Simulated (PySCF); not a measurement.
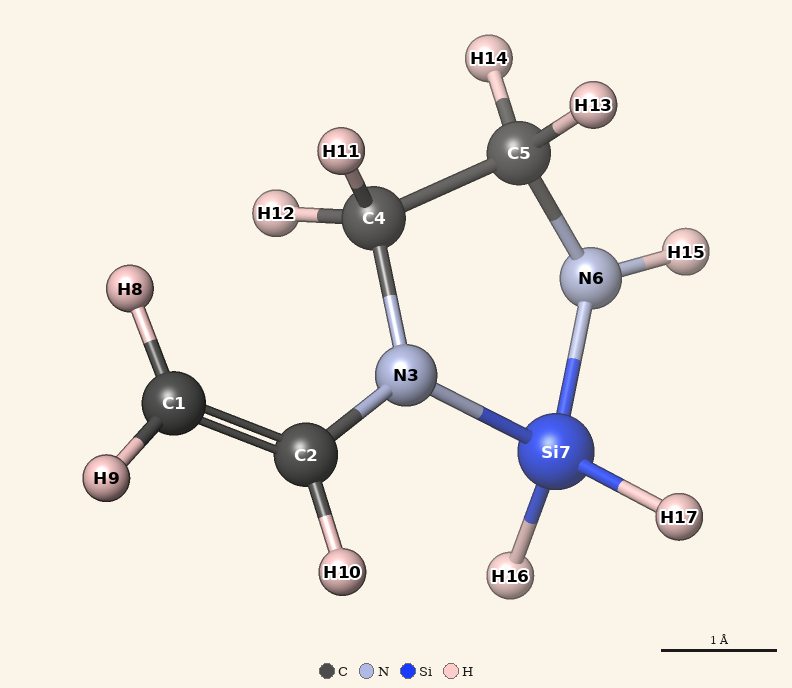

Orthographic view. Atoms fade into the background with distance from the viewer. Computed geometry: PBE0-D3(BJ)/def2-SVP optimisation. No frequency run is at hand to confirm it as a minimum.

List the bonded neighbours of every atom.

C1: C2, H8, H9
C2: C1, N3, H10
N3: C2, C4, Si7
C4: N3, C5, H11, H12
C5: C4, N6, H13, H14
N6: C5, Si7, H15
Si7: N3, N6, H16, H17
(terminal hydrogens appear only as neighbours)
